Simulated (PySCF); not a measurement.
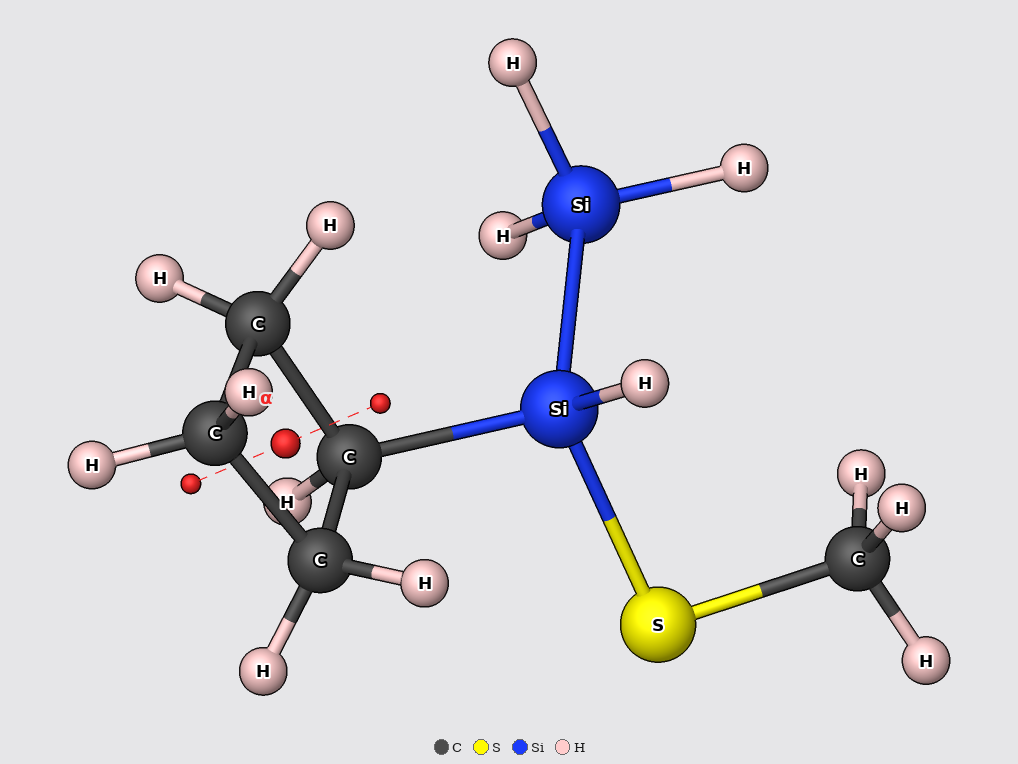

The small points mark where nucleus-independent chemical shifts (NICS) were computed: at the centre of each lettered ring and 1 Å above and below it. The computed structure is the end point of a GFN2-xTB optimisation. No frequency run is at hand to confirm it as a minimum. Properties computed with GIAO PBE0/pcSseg-1 NMR shielding, non-relativistic, gas phase (PySCF 2.14.0).

Give NICS(0), NICS(1) and the out-of-plane component NICS(1)zz for each ring (means of the two sides).

| ring | members | NICS(0) | NICS(1) | NICS(1)zz |
| --- | --- | --- | --- | --- |
| α | C4 | 2.5 | 1.0 | 6.2 |

Values in ppm.

The geometry is semi-empirical. Around Si such bond lengths and angles can be off by a tenth of an ångström or more and by several degrees, and values that hang on the shape move with them.
